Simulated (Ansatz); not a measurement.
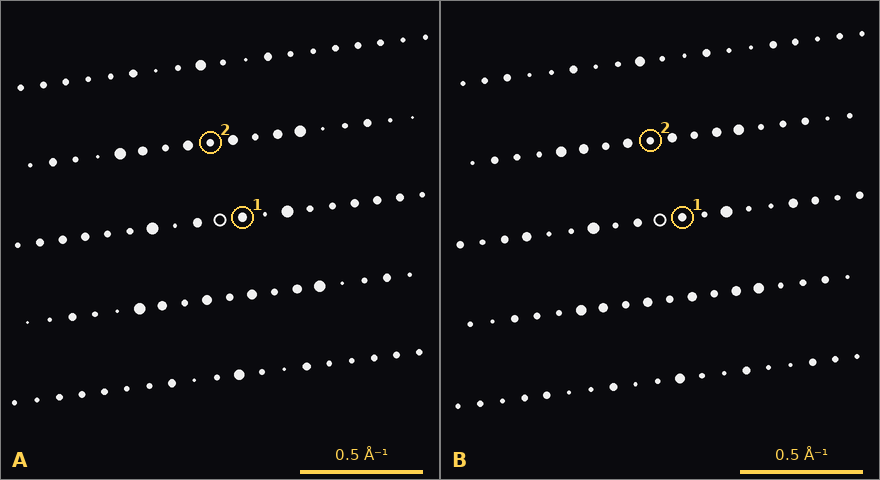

Kinematic electron diffraction patterns (300 kV, B = 0.5 Å², same scale) along [110] of the run's own cell, for the start and the end of one relaxation of CsHf4P3 with DFT, PAW plane waves, pbe in Ansatz 0.2.0. k mesh 8×8×3. The start is a generated model structure, and the relaxation ends in the nearest stationary point of its symmetry, not necessarily the ground state. Spot 1 is 0 0 -1 and spot 2 is -1 1 0 in both.

Start structure:

```yaml
crystal:
  lattice:
    - [4.28791, 0.00000, 0.00000]
    - [0.00000, 4.28791, 0.00000]
    - [0.00000, 0.00000, 10.84506]
  atoms:
    - { symbol: Cs, position: [0.00000, 0.00000, 0.50000] }
    - { symbol: P, position: [0.50000, 0.50000, 0.27771] }
    - { symbol: P, position: [0.50000, 0.50000, 0.72229] }
    - { symbol: P, position: [0.00000, 0.00000, 0.00000] }
    - { symbol: Hf, position: [0.00000, 0.50000, 0.15339] }
    - { symbol: Hf, position: [0.50000, 0.00000, 0.15339] }
    - { symbol: Hf, position: [0.00000, 0.50000, 0.84661] }
    - { symbol: Hf, position: [0.50000, 0.00000, 0.84661] }
```

> Which pattern belongs to the start structure, and which to the relaxed one?

B is the start: its cell gives d(1) = 10.845 Å, d(2) = 3.032 Å and an angle of 90.0°. A is the relaxed structure, with d(1) = 10.699 Å (-1.4 %), d(2) = 3.107 Å (+2.5 %) and 90.0°.

> Name reflections whose intensity changes strongly on relaxation.

0 0 5 goes from 1.8 to 12 % of the strongest spot; 0 0 8 goes from 4.3 to 20 % of the strongest spot; 0 0 4 goes from 3.7 to 9.4 % of the strongest spot.

> What did the relaxation do to the structure and the energy?

The volume changed by +3.6 % to 25.81 Å³ an atom; with the mean shift removed, the atoms moved by up to 0.11 Å relative to the cell (Hf most); the space group stayed P4/mmm (No. 123); the free energy fell by 42 meV an atom. Relaxed cell: a = 4.393 Å, b = 4.393 Å, c = 10.699 Å, α = 90.00°, β = 90.00°, γ = 90.00°.
